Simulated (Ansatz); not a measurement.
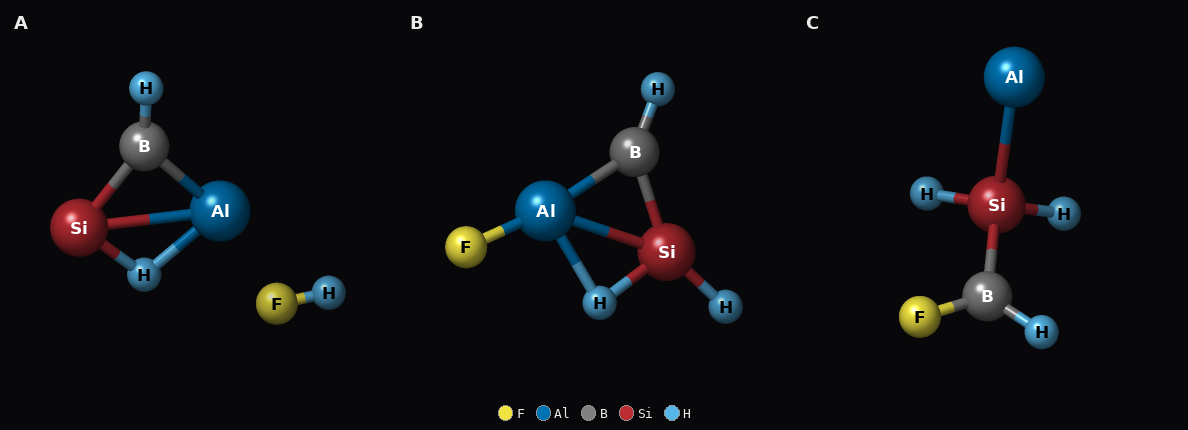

3 stationary structures of one formula. Geometries: PBE0-D4/def2-TZVP. Electronic energies: RHF-CCSD(T) (frozen core)/def2-TZVPP (Ansatz 0.2.0), without zero-point energy. No frequency run is at hand to confirm each as a minimum. Each is one conformer, not always the lowest.

Question: Rank them by energy, lowest first.

Answer: B is lowest (Cs); C lies 9.5 kcal/mol above it (C1), A lies 73.2 kcal/mol above it (Cs).
